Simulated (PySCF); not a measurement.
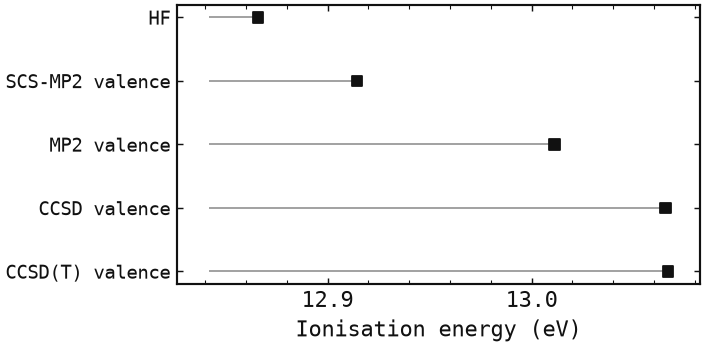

The ionisation energy of Ti⁺ ([Ar] 3d² 4s → [Ar] 3d²) across levels of theory. PySCF, aug-cc-pVDZ, non-relativistic, unrestricted single determinants, no spin-orbit coupling. Methods marked “valence” freeze 18 core electrons.

> Summarise the spread and list the values.

The values run from 12.866 eV (HF) to 13.067 eV (CCSD(T) valence). The measured value is 13.575 ± 0.003 eV, off the plot; all methods lie below it by about 0.59 eV, far more than they differ, so the miss comes from what they share: relativity is left out.

| Method | Ionisation energy (eV) |
| --- | --- |
| HF | 12.866 |
| MP2 valence | 13.011 |
| SCS-MP2 valence | 12.914 |
| CCSD valence | 13.066 |
| CCSD(T) valence | 13.067 |

Note: spin-orbit shift not estimated; relativistic shift absent.
